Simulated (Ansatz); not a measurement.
**Ti2B: a trial structure relaxed**

Where does Ti2B go from the start given, structure listed in a database for this formula (I4/mcm, No. 140)?

Method: DFT PBE, scalar-relativistic, plane waves, PAW, in Ansatz 0.2.0.

1 further run of the same task is left out (it didn't finish).

### Step 1. The system as given

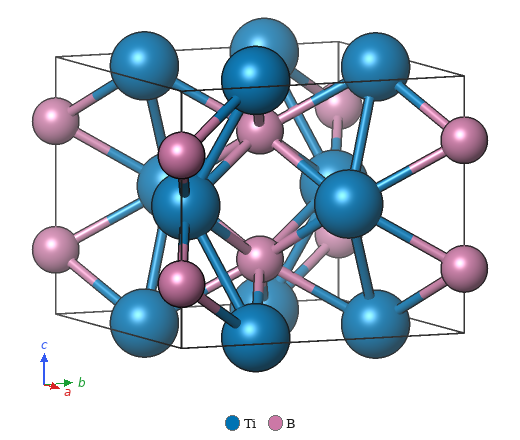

Start, viewed slightly off an axis; titanium blue, boron pink. Atoms on the faces are drawn again on the opposite ones. The cell drawn here is the conventional one.

Coordinates:

```
CELL_PARAMETERS angstrom
-2.82907 2.82907 2.36827
2.82907 -2.82907 2.36827
2.82907 2.82907 -2.36827
ATOMIC_POSITIONS crystal
Ti 0.66440 0.16440 0.82880
Ti 0.33560 0.83560 0.17120
Ti 0.83560 0.66440 0.50000
Ti 0.16440 0.33560 0.50000
B 0.75000 0.75000 0.00000
B 0.25000 0.25000 0.00000
```

### Step 2. Probe: one point at the start

Contents of input.yaml:

```yaml
crystal:
  lattice:
    - [-2.829069, 2.829069, 2.368265]
    - [2.829069, -2.829069, 2.368265]
    - [2.829069, 2.829069, -2.368265]
  atoms:
    - { symbol: Ti, position: [0.6644, 0.1644, 0.8288] }
    - { symbol: Ti, position: [0.3356, 0.8356, 0.1712] }
    - { symbol: Ti, position: [0.8356, 0.6644, 0.5] }
    - { symbol: Ti, position: [0.1644, 0.3356, 0.5] }
    - { symbol: B, position: [0.75, 0.75, 0.0] }
    - { symbol: B, position: [0.25, 0.25, 0.0] }
basis:
  ecutwfc: 420
kpoints:
  mp_grid: { grid: [6, 6, 6] }
hamiltonian:
  xc: pbe
scf:
  occupations: { method: gaussian, width: 0.1 }
  lower_state_search: "off"
output:
  forces: true
  stress: true
  eigenvalues: true
```

On the command line:

```
$ ansatz run input.yaml --threads 1 --pin off --max-ram 2560MiB --backend cpu --events-out ev --progress --plain --runs-dir out
```

Log, cut to the lines that bear on the results:

```text
[...]
SCF converged after 6 iterations
Free energy (F): -10312.915536 eV
[...]
E sigma→0 (E₀):  -10312.899134 eV
Entropy (-TS):   -0.032803 eV (-5.467 meV/atom)
Fermi energy:    13.605667 eV
[...]
--- Forces (eV/Å), atoms counted from 1 ---
  atom   1  Ti     0.13669934     0.13669934     0.00000000
  atom   2  Ti    -0.13669934    -0.13669934     0.00000000
  atom   3  Ti     0.13669934    -0.13669934    -0.00000000
  atom   4  Ti    -0.13669934     0.13669934    -0.00000000
  atom   5  B      0.00000000     0.00000000     0.00000000
  atom   6  B      0.00000000     0.00000000     0.00000000
[...]
--- Stress (GPa, compression-positive) ---
       -0.157840       0.000000      -0.000000
        0.000000      -0.157840       0.000000
        0.000000       0.000000       1.801155
  P = ⅓ Tr σ = 0.4952 GPa (4.952 kbar)
--- Band table (eV; the first three rows and the last of 30) ---
[...]
```

It took 3.7 s on 1 thread of Arm Neoverse V2, shared host; peak memory 0.35 GiB.

Read-out: pressure 0.5 GPa, largest force 0.19 eV/Å, gap on this mesh none (metal). By this gap the next run takes a mesh of 10×10×10.

### Step 3. The relaxation

input.yaml: that of step 2 with these lines changed.

```diff
@@ -15,3 +15,3 @@
 kpoints:
-  mp_grid: { grid: [6, 6, 6] }
+  mp_grid: { grid: [10, 10, 10] }
 hamiltonian:
@@ -20,3 +20,2 @@
   occupations: { method: gaussian, width: 0.1 }
-  lower_state_search: "off"
 output:
@@ -25 +24,6 @@
   eigenvalues: true
+relax:
+  adjacent_minimum: "off"
+  f_tol: 0.01
+  max_steps: 80
+  cell: { stress_tol: 0.05 }
```

On the command line:

```
$ ansatz run input.yaml --threads 1 --pin off --max-ram 2560MiB --backend cpu --events-out ev --progress --plain --runs-dir out
```

Log, cut to the lines that bear on the results:

```text
Warning: RAYON_NUM_THREADS=1 ignored (pool sized by the plan → 1); use --threads N
[...]
Pseudopotentials: kind: paw
Pseudopotential: Ti, paw, valence charge 12, recommended cutoff 420 eV (normal), Ti.paw.azcp
Pseudopotential: B, paw, valence charge 3, recommended cutoff 420 eV (normal), B.paw.azcp
Functional definition: PBE
[...]
Crystal: 6 atoms, lattice volume = 75.819 Å³
Basis set: ecut = 420 eV, 1495 PW (Γ), exchange–correlation on 64×64×64 points (8 copies of the dense FFT grid, shifted against one another)
Bands: 33, of which v1, the nominal top of the filled ones, is band 27 counted from 1 (26 counted from 0)
Symmetry: 16 space group operations
Space group: I4/mcm (ITA 140), of the structure as read, at distance tolerance 4.2e-5 Å
k-points: 102 of 1000
[...]
SCF iter   1: F=—  HF=-10312.929062 eV  |F-HF|=—  |Δ(HF+E_count)|=         —  Δρ=6.57e-3  dr2=3.27e-2  ethr=1.77e-3  ⟨swp⟩=4.7  Hψ=13558  notcnv=0
[...]
        0.000000      -0.000000      -0.046054
  P = ⅓ Tr σ = 0.0007 GPa (0.007 kbar)
--- Band table (eV; the first three rows and the last of 102) ---
[...]
--- Relaxed structure (3 steps of the walk, 3 accepted, 1 SCFs on fresh bases) ---
  F+E_penalty+E_count = -10312.92638839 eV   max|allowed force component| = 2.076e-3 eV/Å   (the final SCF, on the basis selected at the relaxed cell)
  cell:  # Å, volume = 76.1905 Å³
    - [-2.826370455966445, 2.826370455966445, 2.3844208190723735]
    - [2.826370455966445, -2.826370455966445, 2.3844208190723735]
    - [2.826370455966445, 2.826370455966445, -2.3844208190723735]
  atoms:
    - { symbol: Ti, position: [0.6660121874977258, 0.1660121874977259, 0.8320243749954517] }
    - { symbol: Ti, position: [0.33398781250227416, 0.833987812502274, 0.1679756250045482] }
    - { symbol: Ti, position: [0.8339878125022742, 0.6660121874977258, 0.5] }
    - { symbol: Ti, position: [0.1660121874977259, 0.3339878125022741, 0.5] }
    - { symbol: B, position: [0.75, 0.75, -2.0312542382209128e-35] }
    - { symbol: B, position: [0.25, 0.25, -4.513898307157584e-35] }
```

Wall time 62 s (1 thread of Arm Neoverse V2, shared host); peak memory 0.48 GiB.

The steps of the relaxation:

```csv
step,energy from step 1 (eV/cell),largest force component (eV/Å),pressure (GPa),volume (Å³)
1,0.0000,0.0944,0.54,75.82
2,-0.0047,0.0051,-0.24,76.32
3,-0.0053,0.0021,0.00,76.19
4,-0.0055,0.0021,0.00,76.19
```

Step 1 is the start. Step 4 repeats the geometry before it on a plane-wave basis chosen anew for that cell, so its energy need not be comparable with the rows above.

Lengths and angles in the start's conventional setting:

|  | before | after | change |
| --- | --- | --- | --- |
| a (Å) | 5.658 | 5.653 | -0.1 % |
| b (Å) | 5.658 | 5.653 | -0.1 % |
| c (Å) | 4.737 | 4.769 | +0.7 % |
| volume (Å³/atom) | 12.64 | 12.70 | +0.5 % |
| shortest distance (Å) | 2.368 | 2.384 | +0.7 % |
| space group (0.01 Å) | I4/mcm | I4/mcm | same |

Forces and stress were held to the start's 16 operations: a distortion of lower symmetry was not tested.

### Step 4. Results

Formation energies count from the elements, computed with the same settings in runs not shown here.

```
                          quantity                                                                      value
               cell (conventional)  a = 5.653 Å, b = 5.653 Å, c = 4.769 Å, α = 90.00°, β = 90.00°, γ = 90.00°
                       space group                                                           I4/mcm (No. 140)
                            volume                                                              12.70 Å³/atom
                   gap on the mesh                                                               none (metal)
formation energy from the elements                                                             -0.403 eV/atom
```

The space group stayed I4/mcm, and from the first guess the volume went from 12.64 to 12.70 Å³/atom. With -0.40 eV/atom it lies under the elements, which doesn't yet make it stable against other compounds of them.
